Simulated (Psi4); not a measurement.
# InF3 (SMILES [F][In]([F])[F]) at wB97M-V/def2-TZVP (core potential, sweep point 6)

Aim: the vertical singlet–triplet gap of InF3 at wB97M-V/def2-TZVP (core potential, sweep point 6), from 2 runs. The job is set up through a Python script.

Program for the calculation: Psi4 1.11.

4 further runs of the same task are left out: 4 set aside as unsound or not needed.

## (1) The molecule

InF3 has 4 atoms, charge 0, and is taken as a singlet. As SMILES, `[F][In]([F])[F]`. Geometry: relaxed at PBE0-D4/def2-TZVP.

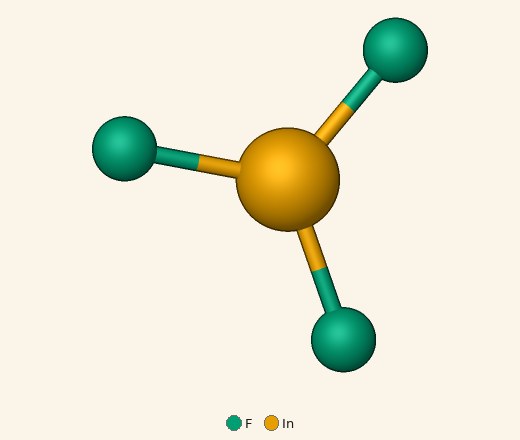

Viewed from a chosen angle; fluorine teal, indium amber.

## (2) The energy at wB97M-V/def2-TZVP (core potential, sweep point 6)

Contents of f3in.py:

```python
import psi4

psi4.set_memory('1600 MB')
psi4.set_num_threads(1)
psi4.core.set_output_file('run.log', False)

geom = psi4.geometry("""
0 1
F     -2.46741540    -0.70959216     2.53185506
In     0.02626719    -0.02853486    -0.00963760
F      3.34122476    -1.46850617     0.27155364
F     -0.79557470     2.09268271    -2.83213254
units bohr
symmetry c1
""")

psi4.set_options({
    'basis': 'def2-TZVP',
    'puream': True,
    'scf_type': 'pk',
    'dft_radial_points': 99,
    'dft_spherical_points': 590,
})

energy_value, wavefunction = psi4.energy("wb97m-v", molecule=geom, return_wfn=True)
print(f'total energy {energy_value:.8f} hartree = {energy_value * 27.211386:.5f} eV')
for k, v in sorted(psi4.core.scalar_variables().items()):
    print(f'{k:45s} {v:18.10f}')
```

Started as:

```
python f3in.py
```

run.log (excerpt; [...] marks lines left out):

```text
[...]
    !!!  WARNING: ECP capability is in beta. Please check occupations closely.  !!!
[...]
  Running in c1 symmetry.
[...]
  Nuclear repulsion =  195.109742953161657
[...]
  Multiplicity = 1
[...]
  Nalpha       = 24
  Nbeta        = 24
[...]
    Number of basis functions: 143
[...]
   @RKS iter   1:  -489.50977090223796   -1.60485e+00   6.03213e-03 ADIIS/DIIS
[...]
   @RKS iter   8:  -489.75922008269504   -3.16973e-07   6.37917e-07 DIIS
[...]
    Orbital Energies [Eh]
    ---------------------
    Doubly Occupied:
       1A    -24.880652     2A    -24.880643     3A    -24.880637
       4A     -4.888343     5A     -3.292212     6A     -3.278337
       7A     -3.278336     8A     -1.285076     9A     -1.280427
      10A     -1.280423    11A     -0.952730    12A     -0.952729
      13A     -0.952291    14A     -0.939886    15A     -0.939884
      16A     -0.605803    17A     -0.544865    18A     -0.544859
      19A     -0.530816    20A     -0.512377    21A     -0.511770
      22A     -0.511765    23A     -0.500978    24A     -0.500975
[...]
  @RKS Final Energy:  -489.75922008269504
   => Energetics <=
    Nuclear Repulsion Energy =            195.1097429531616569
    One-Electron Energy =               -1142.8490966502920401
    Two-Electron Energy =                 492.6420559109101873
    DFT Exchange-Correlation Energy =     -34.8563506123180389
    Empirical Dispersion Energy =           0.0000000000000000
    VV10 Nonlocal Energy =                  0.1944283158432054
    Total Energy =                       -489.7592200826950375
[...]
 Multipole Moments:
 ------------------------------------------------------------------------------------
     Multipole            Electronic (a.u.)      Nuclear  (a.u.)        Total (a.u.)
 ------------------------------------------------------------------------------------
 L = 1.  Multiply by 2.5417464519 to convert [e a0] to [Debye]
 Dipole X            :          0.0023963           -0.0020947            0.0003015
 Dipole Y            :         -0.0007964            0.0006982           -0.0000982
 Dipole Z            :         -0.0007951            0.0006982           -0.0000969
 Magnitude           :                                                    0.0003316
[...]
```

On the terminal:

```text
total energy -489.75922008 hartree = -13327.02718 eV
CURRENT ENERGY                                   -489.7592200827
CURRENT REFERENCE ENERGY                         -489.7592200827
DD SOLVATION ENERGY                                 0.0000000000
DFT FUNCTIONAL TOTAL ENERGY                      -489.7592200827
DFT TOTAL ENERGY                                 -489.7592200827
DFT VV10 ENERGY                                     0.1944283158
DFT XC ENERGY                                     -34.8563506123
GRID ELECTRONS ALPHA                               24.0000016207
GRID ELECTRONS BETA                                24.0000016207
GRID ELECTRONS TOTAL                               48.0000032414
NUCLEAR REPULSION ENERGY                          195.1097429532
ONE-ELECTRON ENERGY                             -1142.8490966503
PCM POLARIZATION ENERGY                             0.0000000000
PE ENERGY                                           0.0000000000
SCF ITERATION ENERGY                             -489.7592200827
SCF ITERATIONS                                      8.0000000000
SCF TOTAL ENERGY                                 -489.7592200827
TWO-ELECTRON ENERGY                               492.6420559109
XC GRID RADIAL POINTS                              99.0000000000
XC GRID SPHERICAL POINTS                          590.0000000000
XC GRID TOTAL POINTS                           226210.0000000000
```

It took 50 s on 1 thread of AMD EPYC 9R14 (Zen 4), shared host; peak memory 1.1 GiB.

## (3) The triplet, same level

Contents of job.py:

```python
import psi4

psi4.set_memory('1600 MB')
psi4.set_num_threads(1)
psi4.set_output_file('run.log', False)

m = psi4.geometry("""
0 3
F     -2.46741540    -0.70959216     2.53185506
In     0.02626719    -0.02853486    -0.00963760
F      3.34122476    -1.46850617     0.27155364
F     -0.79557470     2.09268271    -2.83213254
units au
symmetry c1
""")

options = {'basis': 'def2-TZVP', 'reference': 'uks', 'puream': True, 'scf_type': 'pk', 'dft_radial_points': 99, 'dft_spherical_points': 590, 'maxiter': 150}
psi4.set_options(options)

e = psi4.energy("wb97m-v")
print(f'wb97m-v energy: {e:.10f} Eh')
```

Started as:

```
python job.py
```

run.log (excerpt; [...] marks lines left out):

```text
[...]
    !!!  WARNING: ECP capability is in beta. Please check occupations closely.  !!!
[...]
  Running in c1 symmetry.
[...]
  Nuclear repulsion =  195.109742953161657
[...]
  Multiplicity = 3
[...]
  Nalpha       = 25
  Nbeta        = 23
[...]
    Number of basis functions: 143
[...]
   @UKS iter   1:  -489.34829256729074   -1.44337e+00   5.03201e-03 ADIIS/DIIS
[...]
   @UKS iter  20:  -489.53033843969945   -6.83235e-08   6.76458e-07 DIIS
[...]
   @S^2 Observed:                2.012988561E+00
[...]
    Orbital Energies [Eh]
    ---------------------
    Alpha Occupied:
       1A    -24.934997     2A    -24.934083     3A    -24.924950
       4A     -4.858424     5A     -3.253408     6A     -3.251975
       7A     -3.250570     8A     -1.336388     9A     -1.333403
      10A     -1.325312    11A     -0.923537    12A     -0.921061
      13A     -0.919319    14A     -0.919008    15A     -0.918113
      16A     -0.650929    17A     -0.606178    18A     -0.597174
      19A     -0.569267    20A     -0.567763    21A     -0.564143
      22A     -0.554673    23A     -0.548726    24A     -0.547607
      25A     -0.279608
    Alpha Virtual:
[...]
  @UKS Final Energy:  -489.53033843969945
   => Energetics <=
    Nuclear Repulsion Energy =            195.1097429531616569
    One-Electron Energy =               -1142.3442524947784023
    Two-Electron Energy =                 492.2900919110855398
    DFT Exchange-Correlation Energy =     -34.7793353158389280
    Empirical Dispersion Energy =           0.0000000000000000
    VV10 Nonlocal Energy =                  0.1934145066706540
    Total Energy =                       -489.5303384396994488
[...]
 Multipole Moments:
 ------------------------------------------------------------------------------------
     Multipole            Electronic (a.u.)      Nuclear  (a.u.)        Total (a.u.)
 ------------------------------------------------------------------------------------
 L = 1.  Multiply by 2.5417464519 to convert [e a0] to [Debye]
 Dipole X            :          0.0150955           -0.0020947            0.0130008
 Dipole Y            :         -0.0047874            0.0006982           -0.0040892
 Dipole Z            :         -0.0020790            0.0006982           -0.0013808
 Magnitude           :                                                    0.0136985
[...]
```

Standard output:

```text
wb97m-v energy: -489.5303384397 Eh
```

Run time: 2.3 min. Hardware: 1 thread of AMD EPYC 9R14 (Zen 4), shared host; peak memory 1.1 GiB.

## (4) Results

At wB97M-V/def2-TZVP (core potential, sweep point 6):

```
                                        quantity          value
                           singlet: total energy  -489.75922 Eh
                          singlet: dipole moment         0.00 D
                            singlet: HOMO energy      -13.63 eV
                            singlet: LUMO energy       -1.37 eV
                          singlet: HOMO–LUMO gap       12.26 eV
                           triplet: total energy  -489.53034 Eh
                          triplet: dipole moment         0.03 D
     triplet: HOMO energy (highest over α and β)       -7.61 eV
      triplet: LUMO energy (lowest over α and β)       -7.60 eV
                                   triplet: ⟨S²⟩          2.013
vertical energy of the triplet above the singlet       6.228 eV
```

What this shows: At this shape the triplet lies 6.23 eV (601 kJ/mol) above the singlet.
